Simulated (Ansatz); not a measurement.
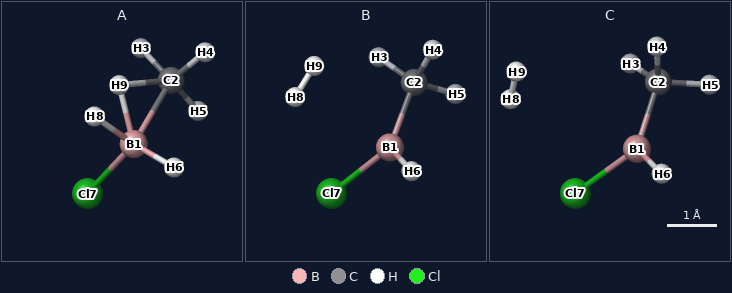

3 geometries from a converged minimum-energy path of CH6BCl, made up at the start of CH4BCl and H₂, shuffled. Style: ball-and-stick. Shown at a tilt.

Theory: Ansatz 0.2.0, RKS B3LYP-D4/def2-SVP. Run with 5 movable images; climbing image; force threshold 0.03 eV/Å; iteration limit 46; starting path through a guess of the saddle point.

Question: Which of them lies highest in energy?

Answer: A. In order along the path, whose images run from 0 to 6: C (image 0, 0.0 kJ/mol), B (image 1, +2.6 kJ/mol), A (image 3, +111.9 kJ/mol). Breaking: B1–C2 (1.56 → 1.77 at the top → 3.38 Å), H8–H9 (0.76 → 1.10 at the top → 2.77 Å). Forming: B1–H8 (3.10 → 1.30 at the top → 1.20 Å), C2–H9 (3.74 → 1.45 at the top → 1.10 Å).

Limits of the set-up: the start holds two separate molecules, 3.1 Å apart at their closest, whose relative position is a soft coordinate.

The run took 9.3 min on 1 thread of AMD EPYC 7571, on a shared host, peak memory 0.18 GiB.
